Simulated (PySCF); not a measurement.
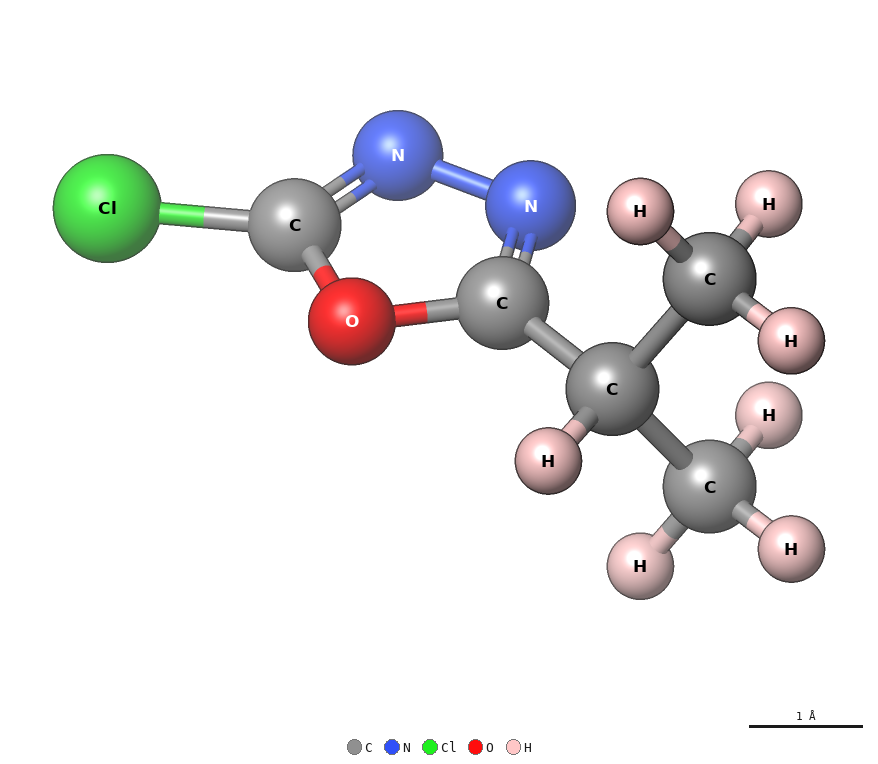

Atoms fade into the background with distance from the viewer. The computed structure is the end point of a GFN2-xTB optimisation. No frequency run is at hand to confirm it as a minimum. Masses are those of the most abundant isotopes; constants are for the rigid equilibrium geometry.

> Classify the rotor and give the rotational constants (GHz).

An asymmetric top (Cs): A = 3.98, B = 0.708, C = 0.690 GHz. Ray's parameter κ is −0.99, close to the prolate limit.
